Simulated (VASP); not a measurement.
# BSbP2 with vdW-DF2: from relaxation to properties, part 4 of 5

Wanted: the relaxed cell of BSbP2 and its properties. The cell is invented: it takes the structure of COD entry 9008835, BP (space group 216 there), with some of its atoms replaced by other elements, volume scaled by an estimate. It may not be a known or stable phase. The atoms of the start are displaced at random from the sites of a P-4m2 cell.

VASP 6.6.1; vdW-DF2; plane waves and PAW (Sb, P, B); invented cell.

Still holding for the runs below: The k-mesh is coarse for a metal.

So far. Step 7 (Density of states (vdW-DF2)): The finer mesh and the other smearing move the Fermi level by +0.25 eV from the 7×7×3 run, one measure of the sampling error in the zero of the bands above. Of the states within 0.3 eV of the Fermi level, the largest shares in the PAW spheres are P p 25 % and Sb p 13 %. The rest lies in smaller channels or between the spheres. Step 8 (Volume scan with vdW-DF2): The pressure here is 5.18 GPa.

## 9. Volume scan with vdW-DF2 (run 2)

INCAR

```
SYSTEM = BSbP2
PREC = Accurate
ENCUT = 420
EDIFF = 1E-06
NELM = 100
ISMEAR = 0
SIGMA = 0.05
LREAL = .FALSE.
ALGO = Normal
GGA = ML
AGGAC = 0
LUSE_VDW = .TRUE.
ZAB_VDW = -1.8867
LASPH = .TRUE.
NBANDS = 15
LORBIT = 11
LWAVE = .FALSE.
LCHARG = .FALSE.
KPAR = 2
ISIF = 2
```

POSCAR

```
BSbP2
1.0
    3.1738866787     -0.0008025591      0.0023268536
    0.0004351480      3.4672704239      0.5062459719
    0.0163718804      0.6846323886      7.3606997030
Sb P B
1 2 1
Direct
    0.9975070322      0.1552607656      0.0651020742
    0.9946976869      0.5262701779      0.3246090034
    0.4929352391      0.8727276132      0.6335608377
    0.4936240417      0.4499054433      0.4783000846
```

KPOINTS

```
Automatic mesh
0
Gamma
7 7 3
0 0 0
```

Potentials, in the order of the species: Sb, P and B (PBE family, release 64).

Run with:

```
> mpirun -np 2 vasp_std
```

Output:

```text
[... set-up lines as in an earlier step ...]
 entering main loop
       N       E                     dE             d eps       ncg     rms          rms(c)
DAV:   1     0.640879066883E+02    0.64088E+02   -0.59879E+03  2220   0.819E+02
DAV:   2    -0.109514843875E+02   -0.75039E+02   -0.70233E+02  2915   0.155E+02
DAV:   3    -0.152845322813E+02   -0.43330E+01   -0.42886E+01  2976   0.420E+01
DAV:   4    -0.153366429246E+02   -0.52111E-01   -0.52069E-01  2873   0.527E+00
DAV:   5    -0.153378066439E+02   -0.11637E-02   -0.11635E-02  3091   0.747E-01    0.739E+00
DAV:   6    -0.138980552792E+02    0.14398E+01   -0.32663E+00  2598   0.128E+01    0.393E+00
DAV:   7    -0.139212096932E+02   -0.23154E-01   -0.10216E+00  3046   0.561E+00    0.216E+00
DAV:   8    -0.139189495640E+02    0.22601E-02   -0.44071E-02  3011   0.156E+00    0.995E-01
DAV:   9    -0.139234804882E+02   -0.45309E-02   -0.21090E-02  2934   0.104E+00    0.162E-01
DAV:  10    -0.139235107497E+02   -0.30262E-04   -0.11914E-03  3025   0.234E-01    0.742E-02
DAV:  11    -0.139235175724E+02   -0.68227E-05   -0.22602E-04  3046   0.103E-01    0.328E-02
DAV:  12    -0.139235459644E+02   -0.28392E-04   -0.63712E-05  2731   0.736E-02    0.152E-02
DAV:  13    -0.139235472858E+02   -0.13214E-05   -0.47996E-06  3088   0.165E-02    0.760E-03
DAV:  14    -0.139235478305E+02   -0.54470E-06   -0.19368E-06  2146   0.126E-02
   1 F= -.13923548E+02 E0= -.13922695E+02  d E =-.170576E-02
```

It took 29 s on 2 MPI ranks of Intel Xeon 6975P-C (Granite Rapids), shared host; peak memory 0.8 GiB.

From OUTCAR (step 9):

```text
   ENCUT  =  420.0 eV  30.87 Ry    5.56 a.u.   5.30  5.86 12.35*2*pi/ulx,y,z

   NELECT =      18.0000    total number of electrons

 E-fermi :   5.5504

 k-point     1 :       0.0000    0.0000    0.0000
  band No.  band energies     occupation
    ...
      4       2.2854      2.00000
      5       2.3776      2.00000
      6       3.0755      2.00000
      7       3.9110      2.00000
      8       4.8344      2.00000
      9       7.6834      0.00000
     10       8.0311      0.00000
     11       8.4430      0.00000
     12       9.2191      0.00000
     13       9.4297      0.00000
    ...

Total vdW correction in eV:      2.6600043

  Total        1.5744197      1.6607691      1.6572223     -0.0007754      0.0037368      0.0116790
  in kB       31.5698049     33.3012588     33.2301384     -0.0155479      0.0749297      0.2341835
  external PRESSURE =      32.7004007 kB  Pullay stress =       0.0000000 kB

 POSITION                                       TOTAL-FORCE (eV/Angst)
 -----------------------------------------------------------------------------------
      3.16711      0.58210      0.56012        -0.005336      0.052319     -0.340514
      3.16260      2.04616      2.65809         0.005187      0.002948     -0.025900
      1.57527      3.45934      5.10641        -0.001671     -0.036674      0.230659
      1.57473      1.88701      3.74953         0.001820     -0.018592      0.135755
 -----------------------------------------------------------------------------------
    total drift:                               -0.000147     -0.000034      0.000077

  FREE ENERGIE OF THE ION-ELECTRON SYSTEM (eV)
  ---------------------------------------------------
  free  energy   TOTEN  =       -13.9235478305 eV

  energy  without entropy=      -13.9218420683  energy(sigma->0) =      -13.92269495

Total vdW correction in eV:      2.6600005

[... 3 parts as in an earlier step ...]

[... 13 further parts left out ...]
```

Numbers from this step:

```
free energy (TOTEN)     : -13.92 eV
energy at zero smearing : -13.92 eV
Fermi energy            : 5.550 eV
pressure                : 3.270 GPa
```

Force by atom:

| atom | x (eV/Å) | y (eV/Å) | z (eV/Å) | size |
| --- | --- | --- | --- | --- |
| Sb1 | -0.005 | 0.052 | -0.341 | 0.345 |
| P2 | 0.005 | 0.003 | -0.026 | 0.027 |
| P3 | -0.002 | -0.037 | 0.231 | 0.234 |
| B4 | 0.002 | -0.019 | 0.136 | 0.137 |

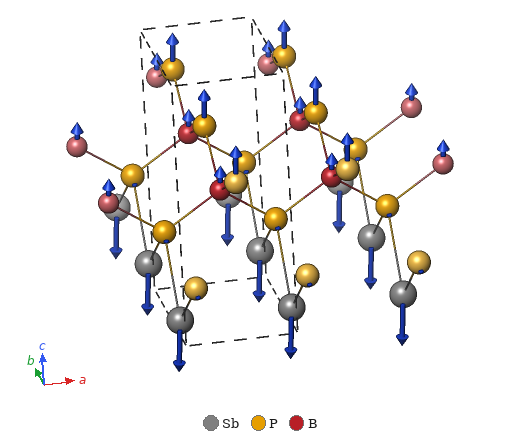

Force as arrows, the longest 0.345 eV/Å. 2×2×1 cells are drawn. Some periodic images of atoms are drawn too.

The pressure falls from 5.18 to 3.27 GPa.

## 10. Volume scan with vdW-DF2 (run 3)

INCAR is that of step 9.

POSCAR

```
BSbP2
1.0
    3.1957762440     -0.0008080941      0.0023429014
    0.0004381491      3.4911833894      0.5097374338
    0.0164847935      0.6893541405      7.4114647534
Sb P B
1 2 1
Direct
    0.9975070322      0.1552607656      0.0651020742
    0.9946976869      0.5262701779      0.3246090034
    0.4929352391      0.8727276132      0.6335608377
    0.4936240417      0.4499054433      0.4783000846
```

KPOINTS is that of step 9.

Run with:

```
> mpirun -np 2 vasp_std
```

Output:

```text
[... set-up lines as in an earlier step ...]
 entering main loop
       N       E                     dE             d eps       ncg     rms          rms(c)
DAV:   1     0.619124606544E+02    0.61912E+02   -0.59499E+03  2220   0.818E+02
DAV:   2    -0.110303970407E+02   -0.72943E+02   -0.68622E+02  2951   0.151E+02
DAV:   3    -0.152582104545E+02   -0.42278E+01   -0.41822E+01  2990   0.413E+01
DAV:   4    -0.153086899981E+02   -0.50480E-01   -0.50440E-01  2880   0.515E+00
[...]
DAV:  12    -0.139485751057E+02   -0.29138E-04   -0.70728E-05  2759   0.766E-02    0.159E-02
DAV:  13    -0.139485761191E+02   -0.10134E-05   -0.65596E-06  3074   0.199E-02    0.891E-03
DAV:  14    -0.139485768106E+02   -0.69148E-06   -0.30979E-06  2822   0.147E-02
   1 F= -.13948577E+02 E0= -.13947680E+02  d E =-.179409E-02
```

Wall time 29 s (2 MPI ranks); peak memory 0.8 GiB.

OUTCAR, selected parts (step 10):

```text
  Total        0.7631819      0.7983674      0.8047496     -0.0011069      0.0035901      0.0120571
  in kB       14.9907931     15.6819229     15.8072863     -0.0217418      0.0705191      0.2368316
  external PRESSURE =      15.4933341 kB  Pullay stress =       0.0000000 kB

 POSITION                                       TOTAL-FORCE (eV/Angst)
 -----------------------------------------------------------------------------------
      3.18895      0.58612      0.56398        -0.005624      0.026797     -0.164342
      3.18441      2.06027      2.67642         0.005522      0.001400     -0.014153
      1.58614      3.48320      5.14163        -0.001684     -0.019208      0.110927
      1.58559      1.90002      3.77539         0.001785     -0.008990      0.067568
 -----------------------------------------------------------------------------------
    total drift:                               -0.000149      0.000076      0.000040

  FREE ENERGIE OF THE ION-ELECTRON SYSTEM (eV)
  ---------------------------------------------------
  free  energy   TOTEN  =       -13.9485768106 eV

  energy  without entropy=      -13.9467827189  energy(sigma->0) =      -13.94767976

[... 1 part as in an earlier step ...]

[... 2 further parts left out ...]
[key lines of the parts left out:]
E-fermi :   5.3214
```

The pressure falls from 3.27 to 1.55 GPa.

The run ends at a pressure of 1.55 GPa, with forces up to 0.17 eV/Å.

## 11. Volume scan with vdW-DF2 (run 4)

INCAR is that of step 10.

POSCAR

```
BSbP2
1.0
    3.2173699818     -0.0008135544      0.0023587323
    0.0004411097      3.5147731819      0.5131817101
    0.0165961806      0.6940120800      7.4615437371
Sb P B
1 2 1
Direct
    0.9975070322      0.1552607656      0.0651020742
    0.9946976869      0.5262701779      0.3246090034
    0.4929352391      0.8727276132      0.6335608377
    0.4936240417      0.4499054433      0.4783000846
```

KPOINTS is that of step 10.

Run with:

```
> mpirun -np 2 vasp_std
```

Output:

```text
[... set-up lines as in an earlier step ...]
 entering main loop
       N       E                     dE             d eps       ncg     rms          rms(c)
DAV:   1     0.606468922311E+02    0.60647E+02   -0.59005E+03  2220   0.814E+02
DAV:   2    -0.111428973482E+02   -0.71790E+02   -0.68028E+02  2963   0.150E+02
DAV:   3    -0.152188654049E+02   -0.40760E+01   -0.40476E+01  2892   0.407E+01
DAV:   4    -0.152670639890E+02   -0.48199E-01   -0.48151E-01  2961   0.502E+00
[...]
DAV:  12    -0.139566353083E+02   -0.28415E-04   -0.75274E-05  2794   0.776E-02    0.166E-02
DAV:  13    -0.139566365228E+02   -0.12144E-05   -0.93279E-06  2976   0.247E-02    0.960E-03
DAV:  14    -0.139566373144E+02   -0.79159E-06   -0.41388E-06  2955   0.164E-02
   1 F= -.13956637E+02 E0= -.13955709E+02  d E =-.185639E-02
```

Wall time 29 s (2 MPI ranks); peak memory 0.8 GiB; 57 s of CPU time.

From OUTCAR (step 11):

```text
  Total        0.0037339     -0.0082242      0.0053194     -0.0013922      0.0037031      0.0123839
  in kB        0.0718757     -0.1583139      0.1023970     -0.0267998      0.0712835      0.2383856
  external PRESSURE =       0.0053196 kB  Pullay stress =       0.0000000 kB

 POSITION                                       TOTAL-FORCE (eV/Angst)
 -----------------------------------------------------------------------------------
      3.21050      0.59008      0.56779        -0.005815      0.003304     -0.002656
      3.20593      2.07419      2.69450         0.005721     -0.000274     -0.002138
      1.59685      3.50674      5.17637        -0.001690     -0.002903     -0.000440
      1.59631      1.91286      3.80090         0.001783     -0.000127      0.005235
 -----------------------------------------------------------------------------------
    total drift:                               -0.000158      0.000242     -0.001166

  FREE ENERGIE OF THE ION-ELECTRON SYSTEM (eV)
  ---------------------------------------------------
  free  energy   TOTEN  =       -13.9566373144 eV

  energy  without entropy=      -13.9547809212  energy(sigma->0) =      -13.95570912

[... 2 parts as in an earlier step ...]

[... 1 further part left out ...]
[key lines of the parts left out:]
E-fermi :   5.1024
```

The pressure falls from 1.55 to 0.00 GPa.

The run ends at a pressure of 0.00 GPa, with forces up to 0.0072 eV/Å.

## 12. Volume scan with vdW-DF2 (run 5)

INCAR is that of step 11.

POSCAR

```
BSbP2
1.0
    3.2386776887     -0.0008189423      0.0023743535
    0.0004440310      3.5380505039      0.5165803635
    0.0167060923      0.6986083204      7.5109593741
Sb P B
1 2 1
Direct
    0.9975070322      0.1552607656      0.0651020742
    0.9946976869      0.5262701779      0.3246090034
    0.4929352391      0.8727276132      0.6335608377
    0.4936240417      0.4499054433      0.4783000846
```

KPOINTS is that of step 11.

Run with:

```
> mpirun -np 2 vasp_std
```

Output:

```text
[... set-up lines as in an earlier step ...]
 entering main loop
       N       E                     dE             d eps       ncg     rms          rms(c)
DAV:   1     0.611041447110E+02    0.61104E+02   -0.58855E+03  2220   0.813E+02
DAV:   2    -0.108920489197E+02   -0.71996E+02   -0.67860E+02  2966   0.150E+02
DAV:   3    -0.151604789158E+02   -0.42684E+01   -0.42262E+01  2948   0.411E+01
DAV:   4    -0.152129909382E+02   -0.52512E-01   -0.52468E-01  2889   0.522E+00
[...]
DAV:  12    -0.139494227839E+02   -0.26707E-04   -0.76384E-05  2850   0.768E-02    0.173E-02
DAV:  13    -0.139494249484E+02   -0.21645E-05   -0.11994E-05  2871   0.290E-02    0.988E-03
DAV:  14    -0.139494258249E+02   -0.87652E-06   -0.47539E-06  3102   0.174E-02
   1 F= -.13949426E+02 E0= -.13948483E+02  d E =-.188662E-02
```

Wall time 30 s (2 MPI ranks); peak memory 0.79 GiB.

From OUTCAR (step 12):

```text
  Total       -0.7085911     -0.7630234     -0.7445632     -0.0016086      0.0037739      0.0126078
  in kB      -13.3726699    -14.3999271    -14.0515433     -0.0303573      0.0712213      0.2379374
  external PRESSURE =     -13.9413801 kB  Pullay stress =       0.0000000 kB

 POSITION                                       TOTAL-FORCE (eV/Angst)
 -----------------------------------------------------------------------------------
      3.23176      0.59398      0.57155        -0.005951     -0.018570      0.147506
      3.22716      2.08793      2.71235         0.005882     -0.001977      0.009612
      1.60743      3.52996      5.21065        -0.001692      0.012438     -0.104765
      1.60688      1.92553      3.82608         0.001761      0.008109     -0.052353
 -----------------------------------------------------------------------------------
    total drift:                               -0.000027      0.000103     -0.000891

  FREE ENERGIE OF THE ION-ELECTRON SYSTEM (eV)
  ---------------------------------------------------
  free  energy   TOTEN  =       -13.9494258249 eV

  energy  without entropy=      -13.9475392080  energy(sigma->0) =      -13.94848252

[... 1 part as in an earlier step ...]

[... 2 further parts left out ...]
[key lines of the parts left out:]
E-fermi :   4.8926
```

The pressure falls from 0.00 to -1.39 GPa.

The run ends at a pressure of -1.39 GPa, with forces up to 0.15 eV/Å.

## 13. Volume scan with vdW-DF2 (run 6)

INCAR is that of step 12.

POSCAR

```
BSbP2
1.0
    3.2597086526     -0.0008242603      0.0023897718
    0.0004469144      3.5610255015      0.5199348755
    0.0168145764      0.7031448652      7.5597332043
Sb P B
1 2 1
Direct
    0.9975070322      0.1552607656      0.0651020742
    0.9946976869      0.5262701779      0.3246090034
    0.4929352391      0.8727276132      0.6335608377
    0.4936240417      0.4499054433      0.4783000846
```

KPOINTS is that of step 12.

Run with:

```
> mpirun -np 2 vasp_std
```

Output:

```text
[... set-up lines as in an earlier step ...]
 entering main loop
       N       E                     dE             d eps       ncg     rms          rms(c)
DAV:   1     0.621774481117E+02    0.62177E+02   -0.59023E+03  2220   0.813E+02
DAV:   2    -0.107392566394E+02   -0.72917E+02   -0.68779E+02  2993   0.150E+02
DAV:   3    -0.150952344592E+02   -0.43560E+01   -0.43180E+01  2913   0.415E+01
DAV:   4    -0.151479561923E+02   -0.52722E-01   -0.52672E-01  2942   0.523E+00
[...]
DAV:  12    -0.139284583560E+02   -0.25710E-04   -0.75797E-05  2843   0.758E-02    0.178E-02
DAV:  13    -0.139284613361E+02   -0.29801E-05   -0.13680E-05  2787   0.314E-02    0.988E-03
DAV:  14    -0.139284622510E+02   -0.91493E-06   -0.48981E-06  3074   0.175E-02
   1 F= -.13928462E+02 E0= -.13927518E+02  d E =-.188858E-02
```

The job ended after 32 s (2 MPI ranks; peak memory 0.83 GiB; 62 s of CPU time).

Parts of OUTCAR (step 13):

```text
  Total       -1.3771043     -1.4696304     -1.4475516     -0.0017860      0.0037226      0.0127511
  in kB      -25.4891957    -27.2017850    -26.7931228     -0.0330578      0.0689035      0.2360144
  external PRESSURE =     -26.4947012 kB  Pullay stress =       0.0000000 kB

 POSITION                                       TOTAL-FORCE (eV/Angst)
 -----------------------------------------------------------------------------------
      3.25275      0.59784      0.57526        -0.006192     -0.038781      0.286413
      3.24812      2.10149      2.72996         0.006062     -0.003712      0.021384
      1.61787      3.55288      5.24449        -0.001688      0.026754     -0.202464
      1.61731      1.93803      3.85092         0.001819      0.015738     -0.105333
 -----------------------------------------------------------------------------------
    total drift:                               -0.000189     -0.000165      0.000131

  FREE ENERGIE OF THE ION-ELECTRON SYSTEM (eV)
  ---------------------------------------------------
  free  energy   TOTEN  =       -13.9284622510 eV

  energy  without entropy=      -13.9265736733  energy(sigma->0) =      -13.92751796

[... 1 part as in an earlier step ...]

[... 2 further parts left out ...]
[key lines of the parts left out:]
E-fermi :   4.6911
```

The pressure falls from -1.39 to -2.65 GPa.

The run ends at a pressure of -2.65 GPa, with forces up to 0.29 eV/Å.

## 14. Volume scan with vdW-DF2 (run 7)

INCAR is that of step 13.

POSCAR

```
BSbP2
1.0
    3.2804716879     -0.0008295105      0.0024049937
    0.0004497611      3.5837078042      0.5232466519
    0.0169216785      0.7076236157      7.6078856694
Sb P B
1 2 1
Direct
    0.9975070322      0.1552607656      0.0651020742
    0.9946976869      0.5262701779      0.3246090034
    0.4929352391      0.8727276132      0.6335608377
    0.4936240417      0.4499054433      0.4783000846
```

KPOINTS is that of step 13.

Run with:

```
> mpirun -np 2 vasp_std
```

Output:

```text
[... set-up lines as in an earlier step ...]
 entering main loop
       N       E                     dE             d eps       ncg     rms          rms(c)
DAV:   1     0.604941387959E+02    0.60494E+02   -0.58282E+03  2220   0.807E+02
DAV:   2    -0.107350488720E+02   -0.71229E+02   -0.67088E+02  2933   0.148E+02
DAV:   3    -0.150217726867E+02   -0.42867E+01   -0.42452E+01  3018   0.409E+01
DAV:   4    -0.150733910816E+02   -0.51618E-01   -0.51585E-01  2852   0.518E+00
[...]
DAV:  12    -0.138951170553E+02   -0.24868E-04   -0.74062E-05  2857   0.742E-02    0.180E-02
DAV:  13    -0.138951205043E+02   -0.34490E-05   -0.14693E-05  2759   0.326E-02    0.960E-03
DAV:  14    -0.138951214872E+02   -0.98289E-06   -0.48719E-06  3018   0.174E-02
   1 F= -.13895121E+02 E0= -.13894187E+02  d E =-.186992E-02
```

Wall time 32 s (2 MPI ranks); peak memory 0.83 GiB.

From OUTCAR (step 14):

```text
  Total       -2.0054947     -2.1315349     -2.1073308     -0.0019229      0.0037837      0.0127933
  in kB      -36.4198598    -38.7087556    -38.2692079     -0.0349197      0.0687129      0.2323275
  external PRESSURE =     -37.7992745 kB  Pullay stress =       0.0000000 kB

 POSITION                                       TOTAL-FORCE (eV/Angst)
 -----------------------------------------------------------------------------------
      3.27347      0.60165      0.57893        -0.006373     -0.057479      0.413976
      3.26881      2.11487      2.74735         0.006214     -0.005507      0.033194
      1.62817      3.57551      5.27790        -0.001686      0.040328     -0.293568
      1.62762      1.95038      3.87545         0.001845      0.022658     -0.153602
 -----------------------------------------------------------------------------------
    total drift:                               -0.000192     -0.000050      0.000070

  FREE ENERGIE OF THE ION-ELECTRON SYSTEM (eV)
  ---------------------------------------------------
  free  energy   TOTEN  =       -13.8951214872 eV

  energy  without entropy=      -13.8932515663  energy(sigma->0) =      -13.89418653

[... 1 part as in an earlier step ...]

[... 2 further parts left out ...]
[key lines of the parts left out:]
E-fermi :   4.4974
```

The pressure falls from -2.65 to -3.78 GPa.

The run ends at a pressure of -3.78 GPa, with forces up to 0.42 eV/Å.

## 15. Fit for vdW-DF2

This step: Birch-Murnaghan fit, vdW-DF2; plane waves and PAW; invented cell (VASP 6.6.1).

No new run; the numbers come from the runs before.

This step gave:

```yaml
pressure_derivative_of_the_bulk_modulus: 4.256
r_m_s_error_of_the_fit: 3.32e-7 eV/atom
minimum_inside_the_sampled_range: yes
bulk_modulus: 73.29 GPa
equilibrium_volume_of_the_fit: 20.81 Å³/atom
```

Table of energy above the fitted minimum by volume:

| volume (Å³/atom) | energy above the fitted minimum (eV/atom) |
| --- | --- |
| 19.559 | 0.0192 |
| 19.976 | 0.00825 |
| 20.392 | 0.00201 |
| 20.808 | -4.2e-8 |
| 21.224 | 0.00181 |
| 21.640 | 0.00705 |
| 22.056 | 0.0154 |

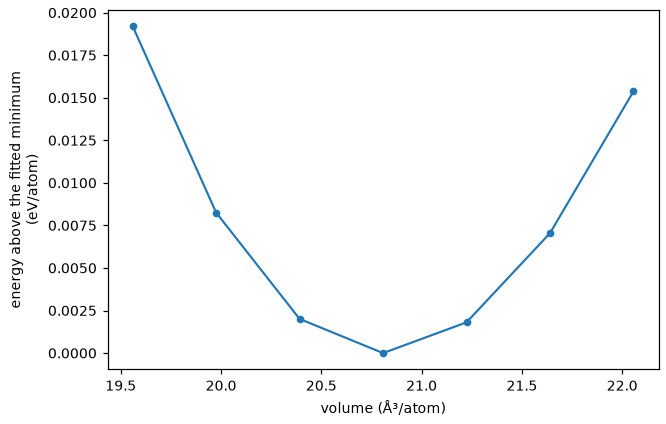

Energy above the fitted minimum, plotted against volume.

The fitted volume lies +0.02 % from the relaxed one. The atoms bear forces along the scan, since they were held; freeing them would lower the modulus.

## 16. Volume scan with vdW-DF2 (run 8)

This step: vdW-DF2; plane waves and PAW (Sb, P, B); invented cell (VASP 6.6.1).

INCAR is that of step 14.

POSCAR

```
BSbP2
1.0
    3.1516909408     -0.0007969466      0.0023105814
    0.0004321049      3.4430229843      0.5027056745
    0.0162573880      0.6798445928      7.3092245944
Sb P B
1 2 1
Direct
    0.9975070322      0.1552607656      0.0651020742
    0.9946976869      0.5262701779      0.3246090034
    0.4929352391      0.8727276132      0.6335608377
    0.4936240417      0.4499054433      0.4783000846
```

KPOINTS is that of step 14.

Run with:

```
> mpirun -np 2 vasp_std
```

Output:

```text
[... set-up lines as in an earlier step ...]
 entering main loop
       N       E                     dE             d eps       ncg     rms          rms(c)
[... 13 cycles as in an earlier step ...]
   1 F= -.13879679E+02 E0= -.13878872E+02  d E =-.161392E-02
```

The job ended after 30 s (2 MPI ranks; peak memory 0.8 GiB; 57 s of CPU time).

From OUTCAR (step 16):

```text
[... 6 parts as in an earlier step ...]

[... 1 further part left out ...]
[key lines of the parts left out:]
E-fermi :   5.7904
```

The pressure here is 5.18 GPa.

The run ends at a pressure of 5.18 GPa, with forces up to 0.54 eV/Å.

(Part 4 of 5 ends here.)

[Lines on the potential files, build, host, timing and source positions are cut from VASP's logs without a mark.]

[Logs are printed without paths, hosts, clocks, repeated set-up lines and the standing remarks that a program may print on its own settings, such as how far it seeks lower states.]

[Hosts, paths, dates, database ids (printed as entryN), source tags and the programs' standing remarks are cut or masked in the printed files.]

[A measured line is paired with the nearest computed mode of its activity, which favours agreement.]
